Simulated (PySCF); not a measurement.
**AsS (doublet): density, localisation and related maps**

```yaml
atoms:
  - { symbol: As, position_ang: [0.0000, 0.0000, -0.6030] }
  - { symbol: S, position_ang: [0.0000, 0.0000, 1.4130] }
```

Method: PBE0/cc-pVTZ(-PP), non-relativistic Hamiltonian with scalar-relativistic core potentials where named, at a bond length of 2.016 Å in PySCF 2.14.0.

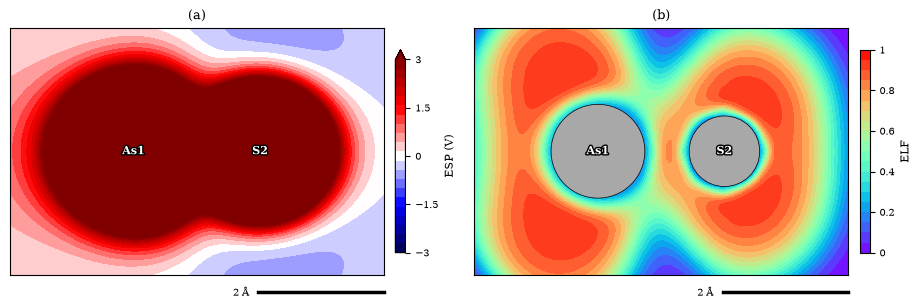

Figure 1. (a) electrostatic potential; (b) ELF on a plane that holds the molecular axis. Grey discs cover the atomic cores in the ELF map.

Describe what can be read from this map.

The plane passes through As and S nuclei.
As–S (2.02 Å): the ELF peaks at about 0.80 between the atoms; a covalent bond.
The ELF also peaks beside As1 and S2, away from the bonds: non-bonding electrons, paired or unpaired.
Outside the dense part of the molecule the potential is most negative (−0.6 V) near S2.

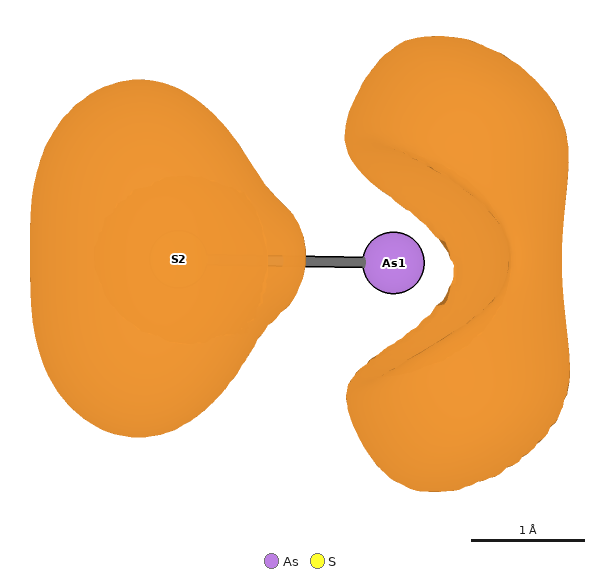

Figure 2. Isosurface of the ELF at 0.75 (orange), seen from one side. Only the valence region is drawn (cores and ρ < 0.01 e/Å³ removed).

Identify the bonds, lone pairs and shells in this picture.

At this value the surface marks out one ring or bowl of non-bonding electrons around As and one ring or bowl of non-bonding electrons around S.

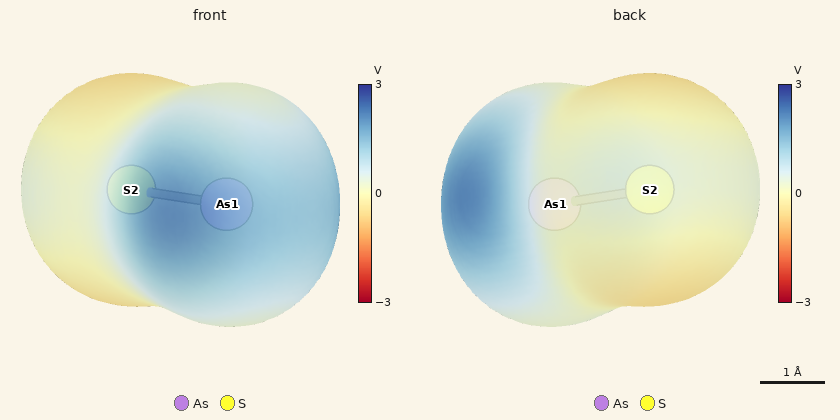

Figure 3. The molecular electrostatic potential painted on the density surface at 0.004 e/bohr³, seen from the front and from behind; the colour scale runs from red (negative) to blue (positive).

Where is the surface potential most negative and most positive?

The most negative region (about −0.5 V) lies over S2, the most positive (about +2.2 V) over As1.
